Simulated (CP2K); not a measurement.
# CH2F2 (difluoromethane): MP2/6-311G(d,p) (lebedev grid 302, ngrids 4, radial grid 75)

What is the vertical singlet–triplet gap of CH2F2 (difluoromethane) at MP2/6-311G** (lebedev grid 302, ngrids 4, radial grid 75)? 

Program for the calculation: CP2K 2026.2.

## 1. The structure to begin with

CH2F2 has 5 atoms, charge 0, and is taken as a singlet. SMILES: `FCF`. Geometry: relaxed at PBE0-D4/def2-TZVP.

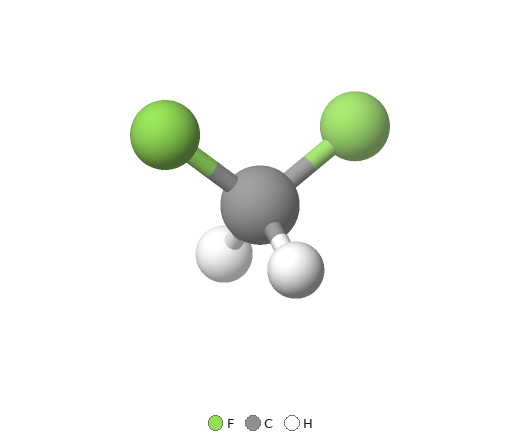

The structure, seen from a chosen angle (fluorine green, carbon grey, hydrogen white).

## 2. The energy at MP2/6-311G(d,p) (lebedev grid 302, ngrids 4, radial grid 75)

The input, calc.inp:

```
&GLOBAL
 PROJECT calc
 RUN_TYPE ENERGY
 PRINT_LEVEL MEDIUM
&END

&FORCE_EVAL
 METHOD QUICKSTEP
 &DFT
  BASIS_SET_FILE_NAME ./6_311gss.basis
  POTENTIAL_FILE_NAME POTENTIAL
  &QS
   METHOD GAPW
   EPS_DEFAULT 1.0E-10
  &END
  &MGRID
   CUTOFF 320
   REL_CUTOFF 60
   NGRIDS 4
  &END
  &POISSON
   PERIODIC NONE
   POISSON_SOLVER MULTIPOLE
  &END
  &SCF
   SCF_GUESS ATOMIC
   EPS_SCF 1.0E-06
   MAX_SCF 100
   ADDED_MOS 3
   &DIAGONALIZATION
    ALGORITHM STANDARD
   &END
   &MIXING
    METHOD DIRECT_P_MIXING
    ALPHA 0.4
   &END
  &END
  &XC
   &XC_FUNCTIONAL NONE
   &END
   &HF
    FRACTION 1
    &SCREENING
     EPS_SCHWARZ 1.0E-09
    &END
    &MEMORY
     MAX_MEMORY 1050
    &END
   &END
   &WF_CORRELATION
    &MP2
     METHOD DIRECT_CANONICAL
    &END
    MEMORY 900
   &END
  &END
  &PRINT
   &MOMENTS
    PERIODIC F
    REFERENCE COM
    MAX_MOMENT 1
   &END
   &MO ON
    ENERGIES T
    OCCUPATION_NUMBERS T
    NDIGITS 6
    &EACH
     QS_SCF 0
    &END
    ADD_LAST NUMERIC
   &END
   &HIRSHFELD OFF
   &END
  &END
 &END
 &SUBSYS
  &CELL
   ABC 9.2 8.8 8.4
   PERIODIC NONE
  &END
  &COORD
   F     -1.073300     0.191200     0.698300
   C      0.010100    -0.016900    -0.082300
   F      1.090500    -0.179200     0.713200
   H     -0.142700    -0.932900    -0.659500
   H      0.165300     0.864200    -0.711100
  &END
  &TOPOLOGY
   &CENTER_COORDINATES
   &END
  &END
  &KIND F
   BASIS_SET 6-311Gss
   POTENTIAL ALL
   LEBEDEV_GRID 302
   RADIAL_GRID 75
  &END
  &KIND C
   BASIS_SET 6-311Gss
   POTENTIAL ALL
   LEBEDEV_GRID 302
   RADIAL_GRID 75
  &END
  &KIND H
   BASIS_SET 6-311Gss
   POTENTIAL ALL
   LEBEDEV_GRID 302
   RADIAL_GRID 75
  &END
 &END
&END
```

The run is started by

```
OMP_NUM_THREADS=1 cp2k.psmp calc.inp > calc.out
```

Standard output:

```text
CP2K| version string:                                       CP2K version 2026.2
[...]
 GLOBAL| Method name                                                        CP2K
[...]
 GLOBAL| Run type                                                         ENERGY
[...]
 DFT| Spin restricted Kohn-Sham (RKS) calculation                            RKS
 DFT| Multiplicity                                                             1
[...]
 DFT| Charge                                                                   0
[...]
 QS| Method:                                                                GAPW
[...]
 QS| Density cutoff [a.u.]:                                                160.0
[...]
 QS| Relative density cutoff [a.u.]:                                        30.0
[...]
                             - Atoms:                                          5
[...]
                             - Spherical basis functions:                     66
[...]
 Number of electrons:                                                         26
[...]
     1 P_Mix/Diag. 0.40E+00    1.6     0.38906264      -238.3892948767 -2.38E+02
[...]
    14 DIIS/Diag.  0.36E-06    0.2     0.00000022      -237.9663022719 -9.55E-12
  *** SCF run converged in    14 steps ***
[...]
  Overlap energy of the core charge distribution:               0.00000162747443
  Self energy of the core charge distribution:               -241.06047390638633
  Core Hamiltonian energy:                                    -15.68061838195695
  Hartree energy:                                              61.12561809758202
  Exchange-correlation energy:                                  0.00000000000000
  Hartree-Fock Exchange energy:                               -26.10023304985516
[...]
                     Mulliken Population Analysis
 #  Atom  Element  Kind  Atomic population                           Net charge
       1     F        1          9.315899                             -0.315899
       2     C        2          5.514935                              0.485065
       3     F        1          9.315914                             -0.315914
       4     H        3          0.926635                              0.073365
       5     H        3          0.926618                              0.073382
 # Total charge                             26.000000                  0.000000
[...]
  Dipole moment [Debye]
    X=  0.4201358E-02 Y= -0.6518814E-01 Z= -0.2236664E+01  Total=      2.2376177
[...]
 ENERGY| Total FORCE_EVAL ( QS ) energy [hartree]           -238.576474347850763
[...]
```

It took 6.6 s on 1 thread of Arm Neoverse V1, shared host; peak memory 0.45 GiB.

## 3. The triplet

The input, mol.inp:

```
&GLOBAL
 PROJECT_NAME mol
 RUN_TYPE ENERGY
 PRINT_LEVEL MEDIUM
&END GLOBAL

&FORCE_EVAL
 METHOD Quickstep
 &DFT
  BASIS_SET_FILE_NAME ./6_311gss.basis
  POTENTIAL_FILE_NAME POTENTIAL
  MULTIPLICITY 3
  UKS T
  &QS
   METHOD GAPW
   EPS_DEFAULT 1.0E-10
  &END QS
  ! plane-wave cutoff in Ry
  &MGRID
   CUTOFF 320
   REL_CUTOFF 60
   NGRIDS 4
  &END MGRID
  ! no periodic images
  &POISSON
   PERIODIC NONE
   POISSON_SOLVER MULTIPOLE
  &END POISSON
  &SCF
   SCF_GUESS ATOMIC
   EPS_SCF 1.0E-06
   MAX_SCF 60
   ADDED_MOS 3
   &DIAGONALIZATION
    ALGORITHM STANDARD
   &END DIAGONALIZATION
   &MIXING
    METHOD DIRECT_P_MIXING
    ALPHA 0.4
   &END MIXING
  &END SCF
  ! functional
  &XC
   &XC_FUNCTIONAL NONE
   &END XC_FUNCTIONAL
   &HF
    FRACTION 1
    &SCREENING
     EPS_SCHWARZ 1.0E-09
    &END SCREENING
    &MEMORY
     MAX_MEMORY 1050
    &END MEMORY
   &END HF
   &WF_CORRELATION
    &MP2
     METHOD DIRECT_CANONICAL
    &END MP2
    MEMORY 900
   &END WF_CORRELATION
  &END XC
  ! extra output
  &PRINT
   &MOMENTS
    PERIODIC F
    REFERENCE COM
    MAX_MOMENT 1
   &END MOMENTS
   &MO ON
    ENERGIES T
    OCCUPATION_NUMBERS T
    NDIGITS 6
    &EACH
     QS_SCF 0
    &END EACH
    ADD_LAST NUMERIC
   &END MO
   &HIRSHFELD OFF
   &END HIRSHFELD
  &END PRINT
 &END DFT
 ! atoms, cell and kinds
 &SUBSYS
  ! vacuum box
  &CELL
   ABC 9.2 8.8 8.4
   PERIODIC NONE
  &END CELL
  &COORD
   F     -1.073300     0.191200     0.698300
   C      0.010100    -0.016900    -0.082300
   F      1.090500    -0.179200     0.713200
   H     -0.142700    -0.932900    -0.659500
   H      0.165300     0.864200    -0.711100
  &END COORD
  &TOPOLOGY
   &CENTER_COORDINATES
   &END CENTER_COORDINATES
  &END TOPOLOGY
  &KIND F
   BASIS_SET 6-311Gss
   POTENTIAL ALL
   LEBEDEV_GRID 302
   RADIAL_GRID 75
  &END KIND
  &KIND C
   BASIS_SET 6-311Gss
   POTENTIAL ALL
   LEBEDEV_GRID 302
   RADIAL_GRID 75
  &END KIND
  &KIND H
   BASIS_SET 6-311Gss
   POTENTIAL ALL
   LEBEDEV_GRID 302
   RADIAL_GRID 75
  &END KIND
 &END SUBSYS
&END FORCE_EVAL
```

The run is started by

```
OMP_NUM_THREADS=1 cp2k.psmp -i mol.inp -o mol.out
```

Standard output:

```text
CP2K| version string:                                       CP2K version 2026.2
[...]
 GLOBAL| Method name                                                        CP2K
[...]
 GLOBAL| Run type                                                         ENERGY
[...]
 DFT| Spin unrestricted (spin-polarized) Kohn-Sham calculation               UKS
 DFT| Multiplicity                                                             3
[...]
 DFT| Charge                                                                   0
[...]
 QS| Method:                                                                GAPW
[...]
 QS| Density cutoff [a.u.]:                                                160.0
[...]
 QS| Relative density cutoff [a.u.]:                                        30.0
[...]
                             - Atoms:                                          5
[...]
                             - Spherical basis functions:                     66
[...]
 Number of electrons:                                                         14
[...]
     1 P_Mix/Diag. 0.40E+00    1.7     2.86559434      -238.5416550335 -2.39E+02
[...]
    57 DIIS/Diag.  0.25E-06    0.4     0.00000024      -237.5761504559 -8.53E-13
  *** SCF run converged in    57 steps ***
[...]
  Overlap energy of the core charge distribution:               0.00000162747443
  Self energy of the core charge distribution:               -241.06047390638633
  Core Hamiltonian energy:                                    -16.03610596832946
  Hartree energy:                                              61.65944225641579
  Exchange-correlation energy:                                  0.00000000000000
  Hartree-Fock Exchange energy:                               -25.83434738225125
[...]
  Ideal and single determinant S**2 :                    2.000000       2.010779
[...]
                     Mulliken Population Analysis
 #  Atom  Element  Kind  Atomic population (alpha,beta) Net charge  Spin moment
       1     F        1         4.656074     4.523963    -0.180037     0.132112
       2     C        2         2.491458     2.628479     0.880063    -0.137021
       3     F        1         4.656081     4.523948    -0.180028     0.132133
       4     H        3         1.099225     0.161607    -0.260832     0.937618
       5     H        3         1.097161     0.162005    -0.259166     0.935157
 # Total charge and spin       14.000000    12.000000     0.000000     2.000000
[...]
  Dipole moment [Debye]
    X= -0.6276230E-03 Y=  0.3593470E-01 Z=  0.9539161E+00  Total=      0.9545929
[...]
 ENERGY| Total FORCE_EVAL ( QS ) energy [hartree]           -238.207570417070826
[...]
```

Wall time 29 s (1 thread of Arm Neoverse V1, shared host); peak memory 0.47 GiB.

## 4. Summary of results

At MP2/6-311G** (lebedev grid 302, ngrids 4, radial grid 75):

```
                                                           quantity          value
                                              singlet: total energy  -238.57647 Eh
   singlet: dipole moment (of the density that the program reports)         2.24 D
                       singlet: HOMO energy (Hartree–Fock orbitals)      -14.49 eV
                       singlet: LUMO energy (Hartree–Fock orbitals)        4.29 eV
                     singlet: HOMO–LUMO gap (Hartree–Fock orbitals)       18.77 eV
                                        singlet: correlation energy     -610.2 mEh
                                              triplet: total energy  -238.20757 Eh
   triplet: dipole moment (of the density that the program reports)         0.95 D
triplet: HOMO energy (Hartree–Fock orbitals) (highest over α and β)       -3.28 eV
                                        triplet: correlation energy     -631.4 mEh
                         triplet: ⟨S²⟩ of the reference determinant          2.011
                   vertical energy of the triplet above the singlet      10.038 eV
```

What this shows: At this shape the triplet lies 10.04 eV (231 kcal/mol) above the singlet.
